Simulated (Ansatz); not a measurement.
# CH9AlInNSi: small, medium and large basis sets

Aim: see how fast density functionals converge with the basis set for CH9AlInNSi.

Program: Ansatz 0.2.0, Gaussian basis. Level of theory: one geometry, several basis sets. These are calculated values, not measurements.

Levels to be run: PBE0-D4/def2-SVP; ωB97M-V/def2-SVP; PBE0-D4/def2-QZVPP; ωB97M-V/def2-QZVPP; the functionals' def2-TZVPP values are taken from earlier runs.

**1. Structure used throughout**

The geometry comes from an earlier relaxation with PBE0-D4 in a triple-zeta def2 set; it is a stationary point, not always the lowest conformer. In takes the def2 core potential; no spin-orbit term is included.

SMILES `[AlH2][NH][SiH2][CH2][InH2]`, 14 atoms, charge 0, spin multiplicity 1.

Atoms are counted from 1 here; the program's logs count them from 0.

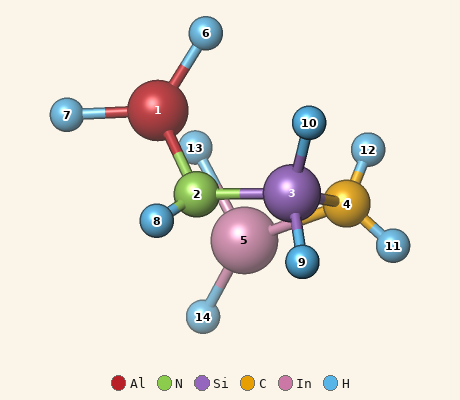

The geometry (aluminium red, nitrogen green, silicon purple, carbon amber, indium pink, hydrogen blue); atoms are numbered from 1 in the order of the file.

**2. PBE0-D4 in def2-SVP**

in.yaml reads:

```yaml
crystal:
  periodic: [false, false, false]
  atoms:
    - {symbol: Al, position_ang: [-1.662747, 0.353577, 1.053796]}
    - {symbol: N, position_ang: [-0.410674, -0.939160, 0.437662]}
    - {symbol: Si, position_ang: [1.324755, -0.624746, 0.504044]}
    - {symbol: C, position_ang: [1.473437, 0.698615, -0.799312]}
    - {symbol: In, position_ang: [-0.491651, 0.233963, -1.599064]}
    - {symbol: H, position_ang: [-1.025724, 1.440050, 2.024065]}
    - {symbol: H, position_ang: [-3.113189, -0.270612, 1.217773]}
    - {symbol: H, position_ang: [-0.705101, -1.897928, 0.577664]}
    - {symbol: H, position_ang: [2.039454, -1.867917, 0.098908]}
    - {symbol: H, position_ang: [1.778121, -0.233590, 1.866551]}
    - {symbol: H, position_ang: [2.294822, 0.565293, -1.502160]}
    - {symbol: H, position_ang: [1.493300, 1.717555, -0.409812]}
    - {symbol: H, position_ang: [-1.696317, 1.229131, -0.520195]}
    - {symbol: H, position_ang: [-1.298487, -0.404252, -2.949932]}
basis:
  gaussian: {orbitals: def2-SVP}
hamiltonian: {xc: pbe0, dispersion: d4}
output: {orbitals: {seedname: orbitals}}
```

Launch:

```console
$ ansatz run in.yaml --threads 4 --pin off --events-out ev --progress --plain --max-ram 10444MiB
```

The program printed:

```text
Functional definition: PBE0
  name "PBE0"
  cite "Adamo & Barone, J. Chem. Phys. 110, 6158 (1999) doi:10.1063/1.478522"
  cite "Perdew, Burke & Ernzerhof, Phys. Rev. Lett. 77, 3865 (1996) doi:10.1103/PhysRevLett.77.3865"
  parent pbe
  parameter a = 0.25
  parameter kappa = 0.804
  parameter beta = 0.06672455060314922
  exchange = (1 - a)*pbe_x(kappa = kappa, mu = beta*pi^2/3) + a*exact_x
  correlation = pbe_c(beta = beta)
1416 factors; integrals over basis functions are off by at most 1.1e-3 eV
mean field evaluation 1: about -22296.7708 eV, gradient 6.7e1 eV
mean field evaluation 2: about -22278.2690 eV, gradient 1.0e2 eV
mean field evaluation 4: about -22306.7799 eV, gradient 7.7e0 eV
mean field evaluation 8: about -22307.0305 eV, gradient 5.5e-1 eV
mean field evaluation 16: about -22307.0315 eV, gradient 8.4e-5 eV
mean field -22307.03146979 eV, -819.7682862658 hartree, gradient 2.0e-5 eV, S^2 0.000000; 0 other end points of the search recorded, 0 dependent functions left out
reference -22307.03151129 eV, -819.7682877909 hartree; 35, 35 occupied and 100, 100 virtual orbitals, 1416 factors
Total energy: -22307.39008459 eV, -819.7814651168 hartree
```

It took 1.6 s on 4 threads of Intel Xeon Platinum 8488C, shared host.

**3. ωB97M-V in def2-SVP**

in.yaml: that of step 2 with these lines changed.

```diff
@@ -19,3 +19,3 @@
   gaussian: {orbitals: def2-SVP}
-hamiltonian: {xc: pbe0, dispersion: d4}
+hamiltonian: {xc: {name: wB97M-V}}
 output: {orbitals: {seedname: orbitals}}
```

Same command.

The program printed, shortened:

```text
Functional definition: wB97M-V
  name "wB97M-V"
  cite "Mardirossian & Head-Gordon, J. Chem. Phys. 144, 214110 (2016) doi:10.1063/1.4952647"
  cite "Becke, J. Chem. Phys. 107, 8554 (1997) doi:10.1063/1.475007"
  cite "Vydrov & Van Voorhis, J. Chem. Phys. 133, 244103 (2010) doi:10.1063/1.3521275"
  # Of w^i u^j: cxij and so on, Table III.
[...]
  gx(w, u) = 1 - cx + cx01*u + cx10*w
  gss(w, u) = css00 + css04*u^4 + css10*w + css20*w^2 + css43*w^4*u^3
  gos(w, u) = cos00 + cos10*w + (cos20 + cos21*u)*w^2 + (cos60 + cos61*u)*w^6
[...]
      + integral(e_c_pw_mod_opposite_spin*gos(b97_w_opposite, b97_u_opposite)) + vv10(b, c)
1584 factors; their error is unknown
459 factors; integrals over basis functions are off by at most 7.5e-6 eV
[...]
mean field -22312.59382570 eV, -819.9726990751 hartree, gradient 2.0e-5 eV, S^2 0.000000; 0 other end points of the search recorded, 0 dependent functions left out
reference -22312.59389255 eV, -819.9727015320 hartree; 35, 35 occupied and 100, 100 virtual orbitals, 1584 factors
Total energy: -22312.59389255 eV, -819.9727015320 hartree
```

It took 4.9 s on 4 threads of Intel Xeon Platinum 8488C, shared host.

**4. PBE0-D4 in def2-QZVPP**

in.yaml: that of step 3 with these lines changed.

```diff
@@ -18,4 +18,4 @@
 basis:
-  gaussian: {orbitals: def2-SVP}
-hamiltonian: {xc: {name: wB97M-V}}
+  gaussian: {orbitals: "def2-QZVPP.json"}
+hamiltonian: {xc: pbe0, dispersion: d4}
 output: {orbitals: {seedname: orbitals}}
```

The command is unchanged.

The program printed:

```text
Functional definition: PBE0
  name "PBE0"
  cite "Adamo & Barone, J. Chem. Phys. 110, 6158 (1999) doi:10.1063/1.478522"
  cite "Perdew, Burke & Ernzerhof, Phys. Rev. Lett. 77, 3865 (1996) doi:10.1103/PhysRevLett.77.3865"
  parent pbe
  parameter a = 0.25
  parameter kappa = 0.804
  parameter beta = 0.06672455060314922
  exchange = (1 - a)*pbe_x(kappa = kappa, mu = beta*pi^2/3) + a*exact_x
  correlation = pbe_c(beta = beta)
2198 factors; their error is unknown
mean field evaluation 1: about -22301.2178 eV, gradient 8.5e1 eV
mean field evaluation 2: about -22265.0856 eV, gradient 1.4e2 eV
mean field evaluation 4: about -22315.8010 eV, gradient 1.1e1 eV
mean field evaluation 8: about -22316.0806 eV, gradient 1.9e-1 eV
mean field evaluation 16: about -22316.1363 eV, gradient 2.4e-4 eV
mean field -22316.13634235 eV, -820.1028841608 hartree, gradient 7.5e-5 eV, S^2 0.000000; 0 other end points of the search recorded, 0 dependent functions left out
reference -22316.13639844 eV, -820.1028862220 hartree; 35, 35 occupied and 571, 571 virtual orbitals, 2198 factors
Total energy: -22316.49497174 eV, -820.1160635479 hartree
```

Run time: 15 s. Hardware: 4 threads of Intel Xeon Platinum 8488C, shared host; peak memory 3.1 GiB.

**5. ωB97M-V in def2-QZVPP**

in.yaml: that of step 4 with these lines changed.

```diff
@@ -19,3 +19,3 @@
   gaussian: {orbitals: "def2-QZVPP.json"}
-hamiltonian: {xc: pbe0, dispersion: d4}
+hamiltonian: {xc: {name: wB97M-V}}
 output: {orbitals: {seedname: orbitals}}
```

Same command.

The program printed, shortened:

```text
Functional definition: wB97M-V
  name "wB97M-V"
  cite "Mardirossian & Head-Gordon, J. Chem. Phys. 144, 214110 (2016) doi:10.1063/1.4952647"
  cite "Becke, J. Chem. Phys. 107, 8554 (1997) doi:10.1063/1.475007"
  cite "Vydrov & Van Voorhis, J. Chem. Phys. 133, 244103 (2010) doi:10.1063/1.3521275"
  # Of w^i u^j: cxij and so on, Table III.
[...]
  gx(w, u) = 1 - cx + cx01*u + cx10*w
  gss(w, u) = css00 + css04*u^4 + css10*w + css20*w^2 + css43*w^4*u^3
  gos(w, u) = cos00 + cos10*w + (cos20 + cos21*u)*w^2 + (cos60 + cos61*u)*w^6
[...]
      + integral(e_c_pw_mod_opposite_spin*gos(b97_w_opposite, b97_u_opposite)) + vv10(b, c)
2095 factors; their error is unknown
566 factors; integrals over basis functions are off by at most 7.7e-6 eV
[...]
mean field -22321.83735316 eV, -820.3123924439 hartree, gradient 3.1e-5 eV, S^2 0.000000; 0 other end points of the search recorded, 0 dependent functions left out
reference -22321.83744453 eV, -820.3123958017 hartree; 35, 35 occupied and 571, 571 virtual orbitals, 2095 factors
Total energy: -22321.83744453 eV, -820.3123958017 hartree
```

It took 28 s on 4 threads of Intel Xeon Platinum 8488C, shared host; peak memory 3.7 GiB.

**6. Density functionals: the series**

The def2-TZVPP values come from earlier runs at the same geometry.

| functional | basis | functions | energy (eV) | from the largest (eV) | HOMO (eV) | LUMO (eV) |
| --- | --- | --- | --- | --- | --- | --- |
| PBE0-D4 | def2-SVP | 135 | -22307.3901 | 9.105 | -7.71 | -1.01 |
| PBE0-D4 | def2-TZVPP | 322 | -22315.8066 | 0.688 | -7.72 | -1.15 |
| PBE0-D4 | def2-QZVPP | 606 | -22316.4950 | 0.000 | -7.73 | -1.17 |
| ωB97M-V | def2-SVP | 135 | -22312.5939 | 9.244 | -9.79 | 0.58 |
| ωB97M-V | def2-TZVPP | 322 | -22321.1878 | 0.650 | -9.84 | 0.24 |
| ωB97M-V | def2-QZVPP | 606 | -22321.8374 | 0.000 | -9.84 | 0.13 |

**7. Summary of results**

| quantity | value |
| --- | --- |
| PBE0-D4: double and triple zeta above quadruple | 9.10, 0.69 eV |
| ωB97M-V: double and triple zeta above quadruple | 9.24, 0.65 eV |

In words: PBE0-D4 gains 8.42 eV from double to triple zeta, then 0.69 eV more. These are total energies; as a rule much of such shifts cancels in differences, which this series doesn't test.

For PBE0-D4 the largest set took about 9 times as long as the smallest (15 s against 1.6 s).
